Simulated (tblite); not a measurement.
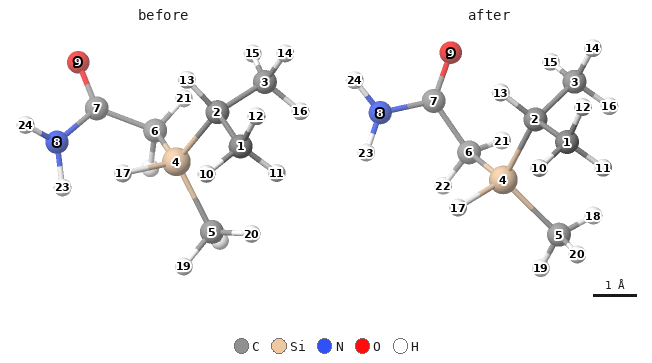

The structure of C$_{6}$H$_{15}$NOSi before (left) and after (right) a relaxation, at one scale.

A ball-and-stick model, seen at a tilt.

Computed with GFN2-xTB geometry optimisation, gas phase (tblite). 

> What changed between the two?

Over 279 geometry steps the energy falls by 33.5 kcal/mol. The atom that moves furthest after the best rigid fit is H19 (1.36 Å). By element the largest moves are H 1.36 Å, O 1.26 Å, N 0.71 Å, C 0.60 Å, Si 0.44 Å. Some distances before and after: C7–N8 1.448 → 1.358 Å, N8–H23 1.076 → 1.003 Å, C2–Si4 1.850 → 1.912 Å, C2–C3 1.481 → 1.529 Å. Bond angles that change, for instance: C7–N8–H23 115.8° → 122.1°, C7–C6–H22 105.0° → 110.5°, N8–C7–O9 116.1° → 121.5°. Groups turn about Si4–C5 by about 55°, Si4–C6 by about 45°, C6–C7 by about 40°.
